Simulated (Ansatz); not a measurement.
# Sc2Ge2Pt3: relaxing cell and atoms

Aim: in Sc2Ge2Pt3, a borrowed structure type, volume estimated, relax cell and atoms, then read levels, charges and fields where it ends.

Program: Ansatz 0.2.0. Level of theory: DFT, r2SCAN, no spin polarisation, plane waves, PAW. These are calculated values, not measurements.

## (1) The system as given

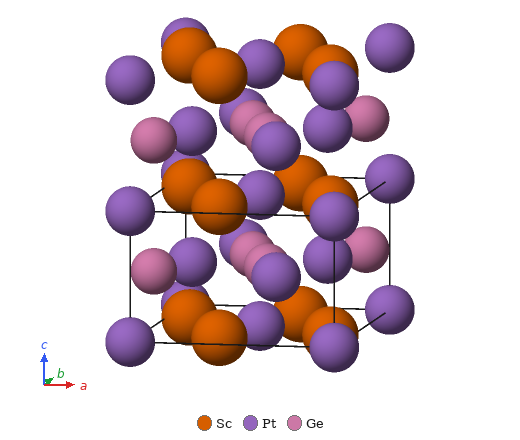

The structure slightly off an axis: scandium orange, platinum purple, germanium pink. 1×1×2 cells are drawn.

The structure is orthorhombic, space group Pbam (No. 55). The conventional cell has a = 6.345 Å, b = 8.675 Å, c = 4.030 Å, α = 90.00°, β = 90.00°, γ = 90.00°. Sc (site symmetry m) has 4 Ge at 2.80 to 2.85 Å and 8 Pt at 2.87 to 3.18 Å as nearest neighbours. Around Pt (site symmetry m) lie 3 Ge at 2.40 to 2.53 Å. Pt (site symmetry 2/m) is surrounded by 4 Ge at 2.45 Å. Around Ge (site symmetry m) lie 5 Pt at 2.40 to 2.53 Å.

The coordinates stand in the input below.

The first density is read from a saved solution for the starting cell.

## (2) Relaxing

Contents of input.yaml:

```yaml
crystal:
  lattice:
    - [6.344994, 0.0, 0.0]
    - [0.0, 8.675097, 0.0]
    - [0.0, 0.0, 4.029983]
  atoms:
    - { symbol: Sc, position: [0.391, 0.16984, 0.0] }
    - { symbol: Sc, position: [0.609, 0.83016, 0.0] }
    - { symbol: Sc, position: [0.891, 0.33016, 0.0] }
    - { symbol: Sc, position: [0.109, 0.66984, 0.0] }
    - { symbol: Pt, position: [0.19141, 0.41333, 0.5] }
    - { symbol: Pt, position: [0.80859, 0.58667, 0.5] }
    - { symbol: Pt, position: [0.69141, 0.08667, 0.5] }
    - { symbol: Pt, position: [0.30859, 0.91333, 0.5] }
    - { symbol: Pt, position: [0.0, 0.0, 0.0] }
    - { symbol: Pt, position: [0.5, 0.5, 0.0] }
    - { symbol: Ge, position: [0.0753, 0.1501, 0.5] }
    - { symbol: Ge, position: [0.9247, 0.8499, 0.5] }
    - { symbol: Ge, position: [0.5753, 0.3499, 0.5] }
    - { symbol: Ge, position: [0.4247, 0.6501, 0.5] }
  symmetry: { tolerance: 0.0003 }
kpoints:
  mp_grid: { grid: [4, 3, 6], shift: [0, 0, 0] }
magnetization:
  spin_polarized: false
scf:
  occupations: { method: fermi_dirac }
  lower_state_search: "off"
hamiltonian:
  pseudopotentials: { kind: paw }
  xc: r2scan
basis:
  ecutwfc: 500
  fft_grid_basis: typed
relax:
  max_steps: 40
  cell: { p_target: 0.0 }
  f_tol: 0.03
output:
  forces: true
  stress: true
  eigenvalues: true
  bader: true
  populations: true
  elf: true
  write_potential: true
  volumetric_format: npy
  dos:
    e_range: [-12, 8]
    de: 0.05
    projected: { site_lists: { Ge: [Ge], Pt: [Pt], Sc: [Sc] } }
  write_density: true
checkpoint:
  read: saved_state
```

On the command line:

```bash
> ansatz run input.yaml --threads 2 --pin off --max-ram 2560MiB --backend cpu --events-out ev --progress --plain --runs-dir out
```

Standard output, shortened:

```text
Warning: RAYON_NUM_THREADS=2 ignored (pool sized by the plan → 2); use --threads N
[...]
Pseudopotentials: kind: paw
Pseudopotential: Sc, paw, valence charge 11, recommended cutoff 500 eV (meta_gga), Sc.paw.azcp
Pseudopotential: Pt, paw, valence charge 18, recommended cutoff 500 eV (meta_gga), Pt.paw.azcp
Pseudopotential: Ge, paw, valence charge 14, recommended cutoff 500 eV (meta_gga), Ge.paw.azcp
Functional definition: r2SCAN
[...]
Crystal: 14 atoms, lattice volume = 221.824 Å³
Basis set: ecut = 500 eV, 5651 PW (Γ), exchange–correlation on 192×256×120 points (64 copies of the dense FFT grid, shifted against one another)
Bands: 125, of which v1, the nominal top of the filled ones, is band 104 counted from 1 (103 counted from 0)
Symmetry: 8 space group operations
Space group: Pbam (ITA 55), of the structure as read, at distance tolerance 1.8e-3 Å
k-points: 24 of 72
[...]
SCF iter   1: F=-101009.471631 eV  HF=-101009.459224 eV  |F-HF|=1.24e-2  |Δ(HF+E_count)|=         —  Δρ=1.21e-3  dr2=2.01e-3  dr2_τ=4.36e-3  ethr=9.86e-7  ⟨swp⟩=3.0  Hψ=16342  notcnv=0
[...]
relax step   1: F+E_penalty+E_count = -101009.47357007 eV  Δ(F+E_penalty+E_count) = +0.000e0 eV  max|allowed force component| = 7.492e-1 eV/Å  Δτ_max = 0.0000 Å  P = +12.263 GPa  Ω = 221.824 Å³  (7 SCF iters, dr2 threshold 1.00e-7 eV, accepted)
[...]
relax step   4: F+E_penalty+E_count = -101010.12542138 eV  Δ(F+E_penalty+E_count) = -1.830e-2 eV  max|allowed force component| = 9.764e-2 eV/Å  Δτ_max = 0.0232 Å  P = +0.133 GPa  Ω = 234.898 Å³  energy of the carried Pulay correction = -7.307e-3 eV  (7 SCF iters, dr2 threshold 1.40e-6 eV, accepted)
[...]
relax step   5: F+E_penalty+E_count = -101010.12908206 eV  Δ(F+E_penalty+E_count) = -3.661e-3 eV  max|allowed force component| = 3.307e-2 eV/Å  Δτ_max = 0.0139 Å  P = -0.041 GPa  Ω = 235.075 Å³  energy of the carried Pulay correction = -7.402e-3 eV  (7 SCF iters, dr2 threshold 5.96e-7 eV, accepted)
[...]
SCF iter   4: F=-101010.129608 eV  HF=-101010.129608 eV  |F-HF|=2.33e-7  |Δ(HF+E_count)|=   3.28e-4  Δρ=2.10e-5  dr2=1.32e-6  dr2_τ=3.80e-8  ethr=2.88e-9  ⟨swp⟩=2.0  Hψ=4530  notcnv=0
```

## (3) The output, continued

Output, continued:

```text
SCF iter   5: F=-101010.129608 eV  HF=-101010.129608 eV  |F-HF|=1.79e-7  |Δ(HF+E_count)|=   7.66e-8  Δρ=8.16e-6  dr2=2.86e-7  dr2_τ=4.02e-8  ethr=6.33e-10  ⟨swp⟩=2.0  Hψ=4060  notcnv=0
SCF iter   6: F=-101010.129608 eV  HF=-101010.129608 eV  |F-HF|=3.32e-9  |Δ(HF+E_count)|=   1.43e-8  Δρ=3.02e-6  dr2=3.50e-8  dr2_τ=1.93e-9  ethr=3.29e-11  ⟨swp⟩=7.0  Hψ=16436  notcnv=0
SCF 6 converged in 6 iterations: F = -101010.129608 eV  dr2 = 3.50e-8
relax step   6: F+E_penalty+E_count = -101010.12960803 eV  Δ(F+E_penalty+E_count) = -5.260e-4 eV  max|allowed force component| = 7.694e-3 eV/Å  Δτ_max = 0.0067 Å  P = -0.003 GPa  Ω = 235.024 Å³  energy of the carried Pulay correction = -7.375e-3 eV  (6 SCF iters, dr2 threshold 6.84e-8 eV, accepted)
Basis set: ecut = 500 eV, 5937 PW (Γ), exchange–correlation on 192×288×120 points (64 copies of the dense FFT grid, shifted against one another)
Initial wavefunctions: pseudopotential atomic-orbital guess (no wavefunctions were taken with the density)
iter 1 solved again at ethr=8.59e-8 eV; its pass at ethr=3.10e-3 eV (dr2=1.79e-4 eV) is discarded
SCF iter   1: F=-101010.137302 eV  HF=-101010.135346 eV  |F-HF|=1.96e-3  |Δ(HF+E_count)|=         —  Δρ=3.54e-4  dr2=1.17e-5  dr2_τ=7.66e-5  ethr=8.59e-8  ⟨swp⟩=3.7  Hψ=16513  notcnv=0
preconditioner: auto → Kerker (q_TF=auto, 2.673 Å⁻¹)  [metal: Δε(μ)=0.084 eV  Ē_g=16.230 eV  σ=0.100 eV  W_gap=0.20  n_scr=76 (ndim 8)  ℏωp=29.9 eV  f_vac=0.000  D(μ)=2.37/eV (n_scr^D=8)]
SCF iter   2: F=-101010.137584 eV  HF=-101010.137014 eV  |F-HF|=5.70e-4  |Δ(HF+E_count)|=   1.67e-3  Δρ=1.82e-4  dr2=3.61e-6  dr2_τ=2.49e-5  ethr=5.62e-9  ⟨swp⟩=2.0  Hψ=4830  notcnv=0
SCF iter   3: F=-101010.137586 eV  HF=-101010.137573 eV  |F-HF|=1.27e-5  |Δ(HF+E_count)|=   5.59e-4  Δρ=2.95e-5  dr2=1.68e-7  dr2_τ=6.07e-7  ethr=1.73e-9  ⟨swp⟩=2.0  Hψ=4877  notcnv=0
SCF iter   4: F=-101010.137586 eV  HF=-101010.137586 eV  |F-HF|=2.03e-7  |Δ(HF+E_count)|=   1.27e-5  Δρ=4.88e-6  dr2=1.83e-8  dr2_τ=1.00e-8  ethr=8.07e-11  ⟨swp⟩=2.0  Hψ=4887  notcnv=0
SCF iter   5: F=-101010.137586 eV  HF=-101010.137586 eV  |F-HF|=7.79e-9  |Δ(HF+E_count)|=   2.00e-7  Δρ=1.12e-6  dr2=2.19e-9  dr2_τ=4.06e-10  ethr=8.78e-12  ⟨swp⟩=2.0  Hψ=4542  notcnv=0
SCF iter   6: F=-101010.137586 eV  HF=-101010.137586 eV  |F-HF|=1.31e-10  |Δ(HF+E_count)|=   8.29e-9  Δρ=3.02e-7  dr2=3.57e-10  dr2_τ=2.52e-11  ethr=1.05e-12  ⟨swp⟩=2.0  Hψ=4540  notcnv=0
SCF iter   7: F=-101010.137586 eV  HF=-101010.137586 eV  |F-HF|=1.02e-10  |Δ(HF+E_count)|=  2.47e-10  Δρ=1.75e-7  dr2=1.41e-10  dr2_τ=1.83e-11  ethr=1.00e-12  ⟨swp⟩=6.0  Hψ=13116  notcnv=0
SCF iter   8: F=-101010.137586 eV  HF=-101010.137586 eV  |F-HF|=2.91e-11  |Δ(HF+E_count)|=  1.46e-11  Δρ=5.47e-8  dr2=1.04e-11  dr2_τ=9.41e-13  ethr=1.00e-12  ⟨swp⟩=5.0  Hψ=11554  notcnv=0
SCF 7 converged in 8 iterations: F = -101010.137586 eV  dr2 = 1.04e-11
relax step   7: F+E_penalty+E_count = -101010.13758585 eV  Δ(F+E_penalty+E_count) = -7.978e-3 eV  max|allowed force component| = 7.727e-3 eV/Å  Δτ_max = 0.0000 Å  P = +0.012 GPa  Ω = 235.024 Å³  stress off target by 4.92e-2 GPa  SCF on the basis re-selected at this cell (its energy is not comparable with the rows above)  (8 SCF iters)
basis re-selected at this cell: Δ(F+E_penalty+E_count) = -7.978e-3 eV, ΔP = +0.015 GPa vs the last step (what re-selecting the basis moved, of the pressure what is left beyond the Pulay correction that the steps carried, after the strain that the cell walked since its last selection, with what the two solves' SCF thresholds leave and, on support functions, any second-order correction that the steps lacked; it is no measure of the basis error at this ecutwfc). The dense FFT grid was sized anew with the basis: this SCF ran on 48×72×30 points, the steps before it on 48×64×30, so part of this shift can come from that change (see relax.cell in the input reference). This SCF's stress stands 4.92e-2 GPa from its target on what of the cell is left free (relax.cell.stress_tol is 5.00e-2 GPa) and its largest allowed force component is 7.73e-3 eV/Å (relax.f_tol is 3.00e-2 eV/Å): within both
SCF converged after 8 iterations
Free energy (F): -101010.137586 eV
Harris-Foulkes:  -101010.137586 eV  (|F-HF|=2.91e-11)
Internal energy: -101010.050481 eV  (E = F + TS)
E sigma→0 (E₀):  -101010.094033 eV
Entropy (-TS):   -0.087105 eV (-6.222 meV/atom)
Fermi energy:    16.882484 eV
--- Per-component energies (eV) ---
  E_band       = -2205.879528
  E_kinetic    = 5331.644854
  E_local      = -22640.369562  (includes V_loc(G=0)·N_el)
  E_nonlocal   = 3207.830918
  E_hartree    = 9090.177189
  E_xc         = -2194.894343
  E_vxc        = -2891.658201  (∫ρ·V_xc dr)
  E_paw        = -68873.152945  (= ΣΔE_a)
  E_vpaw       = -3579.468835  (= ΣTr[D̂ρ^β])
  E_aug_tail   = 0.000987  (compensation charges beyond the density's cutoff)
  E_vtau       = 185.785892  (kinetic-family band-sum trace: ∫τ·v_τ [+ j·A + Jᵃ·Aᵃ] dr)
  E_ewald      = -24924.601581
  E_core_change = -6.685997  (= ΣΔE_core)
  E_smearing   = -0.087105  (= −TS)
  E_closure    = 0.000000  (closes the sum)
  Σ components = -101010.137586   (vs F -101010.137586, Δ=0.00e0)
--- Forces (eV/Å), atoms counted from 1 ---
  atom   1  Sc     0.00650308     0.00516970    -0.00000000
  atom   2  Sc    -0.00650308    -0.00516970     0.00000000
  atom   3  Sc     0.00650308    -0.00516970    -0.00000000
  atom   4  Sc    -0.00650308     0.00516970     0.00000000
  atom   5  Pt    -0.00099968     0.00086410    -0.00000000
  atom   6  Pt     0.00099968    -0.00086410     0.00000000
  atom   7  Pt    -0.00099968    -0.00086410    -0.00000000
  atom   8  Pt     0.00099968     0.00086410     0.00000000
  atom   9  Pt     0.00000000    -0.00000000     0.00000000
  atom  10  Pt     0.00000000     0.00000000     0.00000000
  atom  11  Ge    -0.00772734     0.00293836     0.00000000
  atom  12  Ge     0.00772734    -0.00293836    -0.00000000
  atom  13  Ge    -0.00772734    -0.00293836    -0.00000000
  atom  14  Ge     0.00772734     0.00293836     0.00000000
  max |Σ_I F_I| component: 3.47e-18 eV/Å
--- Stress (GPa, compression-positive) ---
        0.049243       0.000000       0.000000
        0.000000      -0.004786       0.000000
        0.000000       0.000000      -0.007025
  P = ⅓ Tr σ = 0.0125 GPa (0.125 kbar)
--- Band table (eV; the first three rows and the last of 24) ---
  k-point 0: bands = ["-84.2768", "-84.2768", "-83.9731", "-83.9731", "-83.9677", "-83.9677", "-38.0568", "-38.0568", "-37.9366", "-37.9359", "-37.7655", "-37.7651", "-37.7137", "-37.7131", "-37.6964", "-37.6955", "-37.6465", "-37.6459", "-37.5235", "-37.5235", "-37.4484", "-37.4484", "-37.4394", "-37.4394", "-35.2492", "-35.2421", "-35.2377", "-35.2319", "-12.9735", "-12.9569", "-12.9151", "-12.8877", "-12.8832", "-12.8806", "-12.8781", "-12.8696", "-12.8548", "-12.8420", "-12.8363", "-12.8256", "-8.5387", "-8.5329", "-8.5163", "-8.5086", "-8.4882", "-8.4880", "-8.4878", "-8.4855", "-8.4837", "-8.4809", "-8.4795", "-8.4762", "-8.4759", "-8.4723", "-8.4713", "-8.4711", "-8.4688", "-8.4659", "-8.4517", "-8.4510", "4.0974", "5.1339", "6.7310", "7.2981", "9.7730", "9.8420", "10.7582", "10.9102", "10.9242", "11.0677", "11.1046", "11.3896", "11.4518", "11.5937", "11.7538", "11.7706", "12.0484", "12.2895", "12.2959", "12.4247", "12.4527", "12.5065", "12.6626", "12.8362", "12.9025", "13.0530", "13.0612", "13.0933", "13.4938", "13.5185", "13.8888", "14.0350", "14.2493", "14.4651", "14.8441", "15.0112", "15.0417", "15.0575", "15.2641", "15.2756", "15.4751", "16.1758", "16.4093", "16.7325", "17.5555", "17.7434", "17.8190", "18.0731", "18.2682", "18.3035", "18.3669", "18.8351", "19.1199", "19.1811", "19.2202", "19.3678", "19.3793", "19.5775", "19.6943", "19.9437", "20.0421", "20.0465", "20.3046", "20.4015", "20.7096"]
[... 3 lines left out ...]
--- Relaxed structure (6 steps of the walk, 6 accepted, 1 SCFs on fresh bases) ---
  F+E_penalty+E_count = -101010.13758585 eV   max|allowed force component| = 7.727e-3 eV/Å   (the final SCF, on the basis selected at the relaxed cell)
  cell:  # Å, volume = 235.0243 Å³
    - [6.47714242245544, 0.0, 0.0]
    - [0.0, 8.896693352152038, 0.0]
    - [0.0, 0.0, 4.078502665178873]
  atoms:
    - { symbol: Sc, position: [0.3932994447185446, 0.1655186795866468, 0.0] }
    - { symbol: Sc, position: [0.6067005552814554, 0.8344813204133531, 0.0] }
    - { symbol: Sc, position: [0.8932994447185444, 0.3344813204133532, 0.0] }
    - { symbol: Sc, position: [0.1067005552814554, 0.6655186795866468, 0.0] }
    - { symbol: Pt, position: [0.18621317637374052, 0.41992316254412165, 0.5] }
    - { symbol: Pt, position: [0.8137868236262594, 0.5800768374558782, 0.5] }
    - { symbol: Pt, position: [0.6862131763737405, 0.08007683745587824, 0.5] }
    - { symbol: Pt, position: [0.3137868236262594, 0.9199231625441217, 0.5] }
    - { symbol: Pt, position: [-8.787867864127702e-20, 1.464035966461756e-19, 0.0] }
    - { symbol: Pt, position: [0.5, 0.49999999999999994, 0.0] }
    - { symbol: Ge, position: [0.07607951064182587, 0.1545498838207471, 0.5] }
    - { symbol: Ge, position: [0.9239204893581741, 0.8454501161792528, 0.5] }
    - { symbol: Ge, position: [0.5760795106418258, 0.34545011617925286, 0.5] }
    - { symbol: Ge, position: [0.4239204893581742, 0.6545498838207471, 0.5] }
--- Löwdin populations: 14 sites ---
  site symbol       q [e]
     0     Sc     10.4199
     1     Sc     10.4199
     2     Sc     10.4199
     3     Sc     10.4199
     4     Pt     17.8078
     5     Pt     17.8078
     6     Pt     17.8078
     7     Pt     17.8078
     8     Pt     17.7235
     9     Pt     17.7235
    10     Ge     14.5638
    11     Ge     14.5638
    12     Ge     14.5638
    13     Ge     14.5638
  spilling = 0.006667 (of n_electrons = 208.000000)
--- Bader charges: 14 sites ---
  site symbol  charge [e]  shift [e]
     0     Sc      1.6714     0.0002
     1     Sc      1.6714     0.0002
     2     Sc      1.6714     0.0002
     3     Sc      1.6714     0.0002
     4     Pt     -1.1900     0.0010
     5     Pt     -1.1900     0.0010
     6     Pt     -1.1900     0.0010
     7     Pt     -1.1900     0.0010
     8     Pt     -1.0663     0.0014
     9     Pt     -1.0662     0.0014
    10     Ge      0.0518     0.0019
    11     Ge      0.0518     0.0019
    12     Ge      0.0517     0.0019
    13     Ge      0.0517     0.0019
  estimated error of the sums over rays = 8.3e-4 e
```

Run time: 20 min. Hardware: 2 threads of an Arm CPU, shared host; peak memory 1.5 GiB.

The steps of the relaxation:

```csv
step,energy from step 1 (eV/cell),largest force component (eV/Å),pressure (GPa),volume (Å³)
1,0.0000,0.7492,12.26,221.82
2,-0.3729,0.2292,-6.85,246.32
3,-0.6335,0.1994,-0.66,235.75
4,-0.6519,0.0976,0.13,234.90
5,-0.6555,0.0331,-0.04,235.07
6,-0.6560,0.0077,0.00,235.02
7,-0.6640,0.0077,0.01,235.02
```

Step 1 is the start. Step 7 repeats the geometry before on a plane-wave basis chosen anew for that cell, so the energy can jump there without any move; the table keeps such jumps.

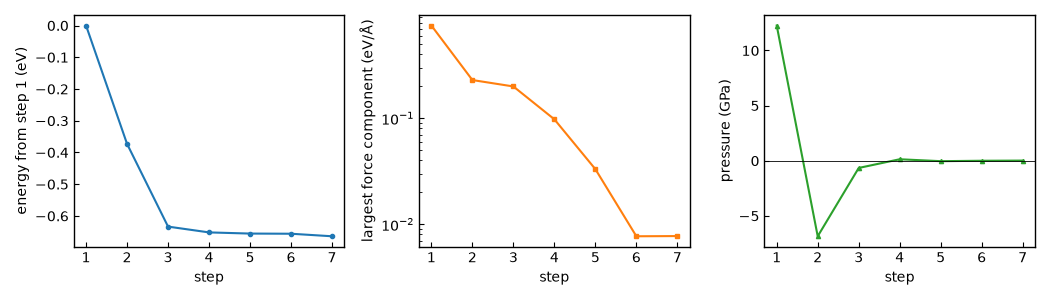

Energy, largest force and pressure along the relaxation.

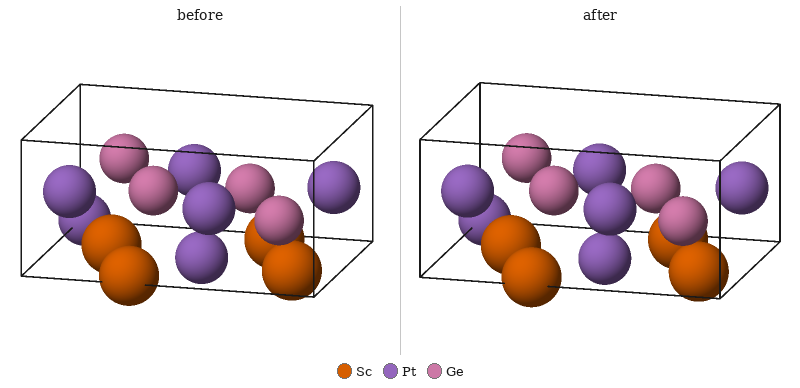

The structure before (left) and after (right), drawn at the same scale. Each atom of the cell is drawn once.

| input's cell | before | after | change |
| --- | --- | --- | --- |
| a (Å) | 6.345 | 6.477 | +2.1 % |
| b (Å) | 8.675 | 8.897 | +2.6 % |
| c (Å) | 4.030 | 4.079 | +1.2 % |
| volume (Å³/atom) | 15.84 | 16.79 | +6.0 % |

The largest move, 0.07 Å, apart from the change of the cell, is shared by several atoms, Pt7 among them.

## (4) Density of states

States per cell by energy window, from dos.tsv and pdos.tsv (tetrahedra; eV from the Fermi level):

| from | to | total | Ge p | Pt s | Pt d | Sc d |
| --- | --- | --- | --- | --- | --- | --- |
| -8.0 | -7.0 | 2.56 | 0.96 | 0.55 | 0.68 | 0.10 |
| -7.0 | -6.0 | 5.55 | 1.79 | 0.83 | 2.21 | 0.28 |
| -6.0 | -5.0 | 13.40 | 2.38 | 0.74 | 9.00 | 0.56 |
| -5.0 | -4.0 | 17.90 | 1.19 | 0.62 | 14.57 | 0.93 |
| -4.0 | -3.0 | 15.48 | 1.09 | 0.28 | 12.66 | 0.88 |
| -3.0 | -2.0 | 12.32 | 1.27 | 0.38 | 8.88 | 0.98 |
| -2.0 | -1.0 | 7.87 | 1.77 | 0.39 | 3.42 | 1.54 |
| -1.0 | 0.0 | 4.89 | 1.13 | 0.16 | 1.09 | 1.84 |
| 0.0 | 1.0 | 5.41 | 0.69 | 0.06 | 1.28 | 2.92 |
| 1.0 | 2.0 | 10.73 | 0.80 | 0.12 | 1.69 | 7.43 |
| 2.0 | 3.0 | 14.27 | 0.88 | 0.28 | 1.12 | 11.02 |

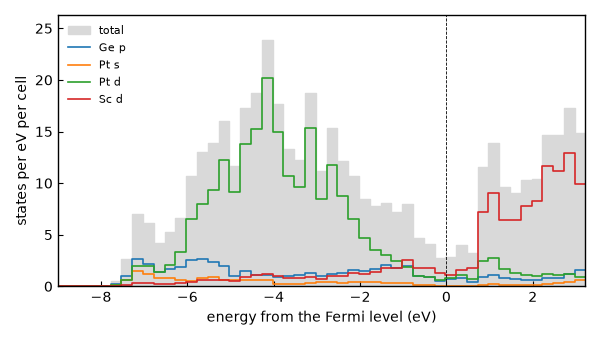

Total and projected density of states, in bins of 0.25 eV.

## (5) Charges

Gathered by element (positive charge: electrons given up): Löwdin charges also hold the electrons that the projection spills.

| element | atoms | Bader charge (e) | Bader volume (Å³) | Löwdin charge (e) |
| --- | --- | --- | --- | --- |
| Sc | 4 | +1.67 | 10.8 | +0.58 |
| Pt | 6 | -1.19 to -1.07 | 20.5 to 22.8 | +0.19 to +0.28 |
| Ge | 4 | +0.05 | 14.9 | -0.56 |

Löwdin charges rest on a small set of atomic orbitals that misses 0.7 % of the electrons, so they need not add up to the cell's charge and can differ from Bader's even in sign.

## (6) Real-space fields

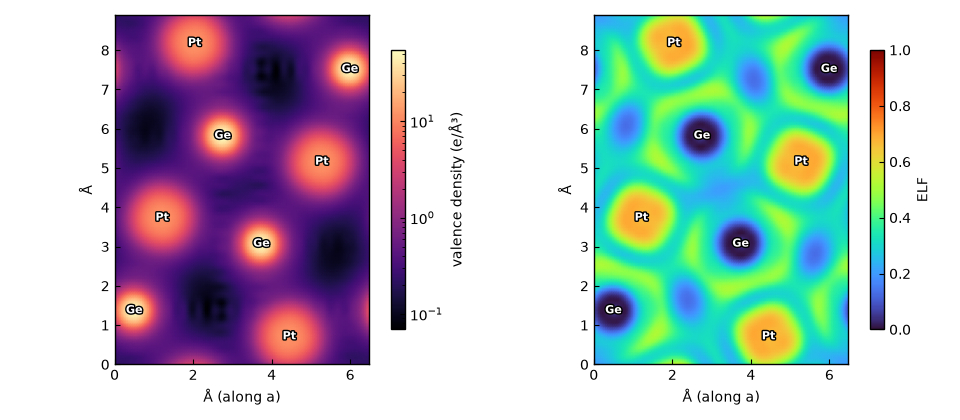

Valence density (left, log scale) and ELF (right) in the plane spanned by a and b at height 0.500 along c (axes of the input's cell); atoms within 0.2 Å are lettered. Inside the augmentation spheres the fields are the smooth ones.

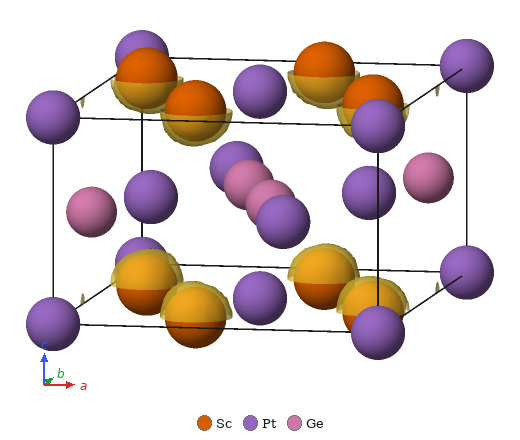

Surface of ELF = 0.70 in one cell.

Along short contacts, where the density is least:

```csv
contact,length (Å),minimum at (fraction),density (e/Å³),ELF
Pt5–Ge11,2.466,0.55,0.534,0.46
Pt5–Pt6,2.802,0.50,0.370,0.32
Sc1–Ge13,2.850,0.45,0.175,0.10
Sc1–Pt7,2.887,0.42,0.240,0.18
```

## (7) Summary of results

| quantity | value |
| --- | --- |
| moves | 5 |
| energy gained | 46.9 meV/atom |
| largest move | 0.07 Å (Pt) |
| space group (0.01 Å), before / after | Pbam / Pbam |
| cell | a = 6.477 Å, b = 8.897 Å, c = 4.079 Å, α = 90.00°, β = 90.00°, γ = 90.00° |
| volume | 16.79 Å³/atom (+6.0 %) |
| pressure at the end | 0.01 GPa |
| character | metal |
| density of states, mean within 0.25 eV of the Fermi level | 2.8 per eV per cell |
| Bader charges | Sc +1.67, Pt -1.19 to -1.07, Ge +0.05 e |

What this shows: The volume grew by 6.0 %, and the largest move of an atom is 0.07 Å apart from the change of the cell; the energy fell by 46.9 meV per atom. With 8 symmetry operations imposed, the end may be a saddle point towards distortions that break them. The cell is metallic; within 0.25 eV of the Fermi level the density of states averages 2.8 per eV per cell, mostly Sc d (41 %), Pt d (27 %) and Ge p (21 %). By Bader's partition Sc gives up most (+1.67 e) and Pt takes most (-1.15 e).
